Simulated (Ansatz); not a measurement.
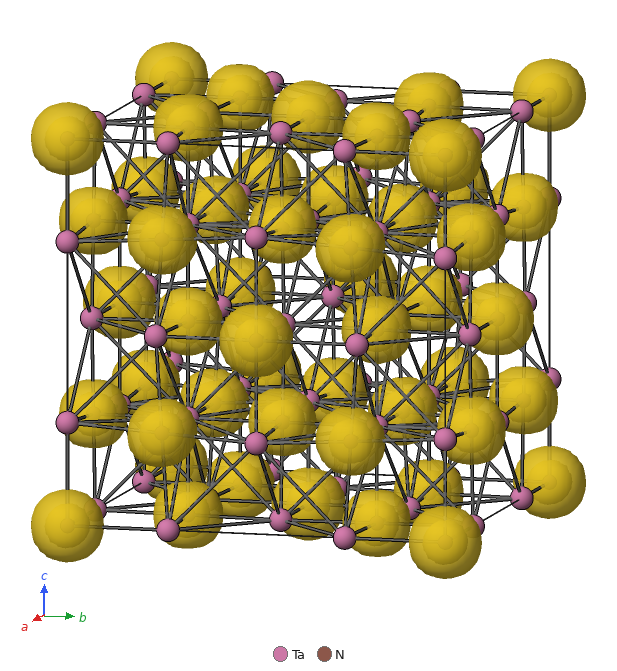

Ta8N7. Isosurface of the electron localisation function at 0.75 (yellow), seen slightly off an axis. Only the valence region is drawn (cores and ρ < 0.01 e/Å³ removed). Sticks mark near contacts.

Space group Fm-3m; a generated structure, not necessarily the stable one; computed without spin polarisation.

The calculation used DFT PBE, scalar-relativistic, plane waves, PAW in Ansatz.

Core electrons are frozen (PAW), and the valence fields are smoothed inside the atomic spheres.

Ta8N7, 60 atoms, a = 8.80 Å, b = 8.80 Å, c = 8.80 Å, α = 90.00°, β = 90.00°, γ = 90.00°.

Where are the electrons localised?

Answer. The surface consists of 28 regions wrapped around N (the valence shell of each), counted in one cell of 60 atoms. Any copies at cell faces, edges or corners count once. Along the contacts the grid gives the following. Ta–N (2.20 Å): the ELF peaks at about 0.80 in the valence shell of N, 0.7 Å from its nucleus, and is about 0.15 at the midpoint; no localised pair shows between them. Ta–Ta (2.91 Å): the ELF is about 0.40 at the midpoint.
